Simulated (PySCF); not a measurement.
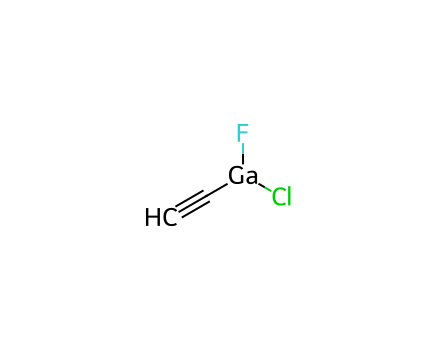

The drawing above gives the connectivity. The geometry was computed by an optimisation with PBE0-D3(BJ)/def2-SVP. No frequency run is at hand to confirm it as a minimum.

Describe the 3D structure.

Formula C2HClFGa. SMILES: `C#[C][Ga]([F])[Cl]`. Among its groups: alkyne. This geometry has Cs symmetry. All atoms lie on one plane. Coordination: 2 C linear; 1 Ga trigonal planar.

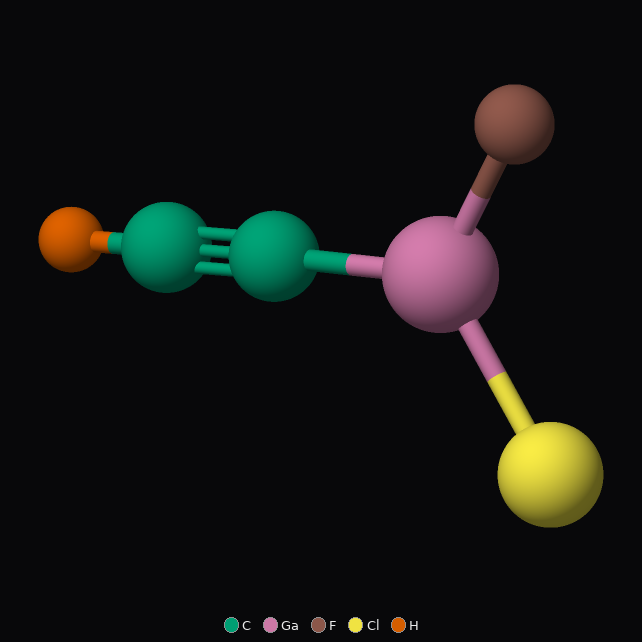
